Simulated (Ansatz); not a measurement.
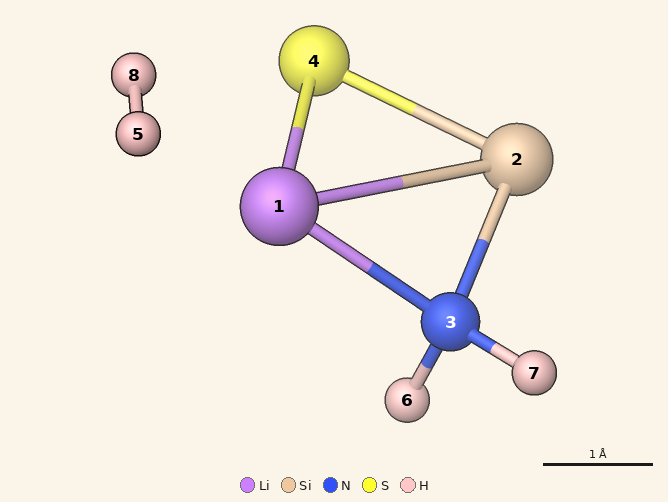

Orthographic view. Atoms fade into the background with distance from the viewer. The computed structure is the end point of a PBE-D4/def2-SVP optimisation. No frequency run is at hand to confirm it as a minimum.

Write the connection table.

Li1: Si2, N3, S4
Si2: Li1, N3, S4
N3: Li1, Si2, H6, H7
S4: Li1, Si2
H5: H8
H6: N3
H7: N3
H8: H5
